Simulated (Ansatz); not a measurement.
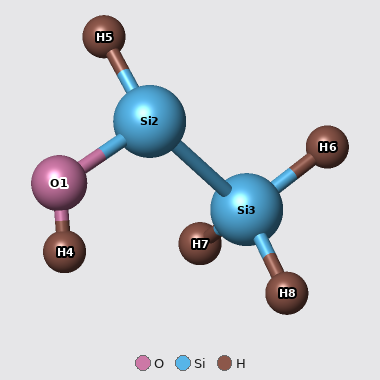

The system is H5OSi2, SMILES O[SiH][SiH3], spin multiplicity 2; the picture shows the grid point nearest to the relaxed geometry. 
- Two internal coordinates are moved rigidly from the geometry relaxed at PBE0-D4/def2-TZVP, all others fixed.
- Coordinates scanned: (1) bond Si3–H7; (2) torsion H4–O1–Si2–Si3.
- The scan uses a 5 × 5 grid.
- Points are written as (first, second).
- All energies are given in eV relative to the lowest grid point.
- Theory: UKS r2SCAN-D4/def2-TZVPP (Ansatz 0.2.0).

Its coordinates:

| atom | x (Å) | y (Å) | z (Å) |
| --- | --- | --- | --- |
| O | -0.9291 | 0.9384 | -1.7171 |
| Si | 0.0904 | 1.1340 | -0.4250 |
| Si | -0.5014 | -0.1232 | 1.4626 |
| H | -1.8059 | 0.5984 | -1.5303 |
| H | 1.4411 | 0.7945 | -0.9544 |
| H | 0.4508 | 0.2114 | 2.5557 |
| H | -0.4954 | -1.4871 | 1.2660 |
| H | -1.8725 | 0.2746 | 1.8868 |

Range: bond Si3–H7 from 1.223 to 2.162 Å; torsion H4–O1–Si2–Si3 from 92 to 380°.

> What will the energy surface look like?

The lowest grid point is at (1.604 Å, 380°). Other grid points that lie below all their neighbours: (1.604 Å, 236°) (0.026 eV higher). The highest grid point, (2.162 Å, 308°), lies 1.60 eV above the lowest.

```
torsion H4–O1–Si2–Si3 ↓, bond Si3–H7 →  1.223  1.378  1.604  1.869  2.162
                                   380   0.84   0.03   0.00   0.63   1.49
                                   308   0.95   0.14   0.10   0.73   1.60
                                   236   0.86   0.06   0.03   0.65   1.52
                                   164   0.88   0.08   0.05   0.68   1.55
                                    92   0.85   0.05   0.02   0.65   1.52
```

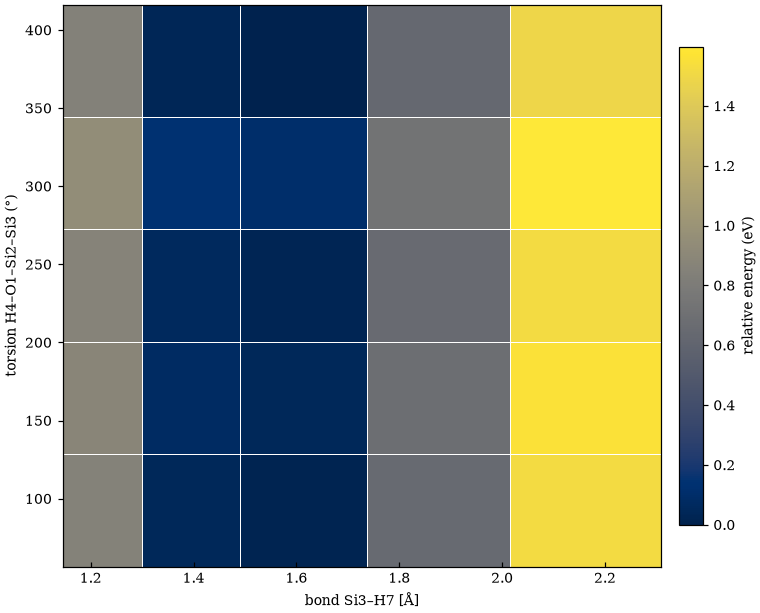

Drawn: one coloured cell a grid point.
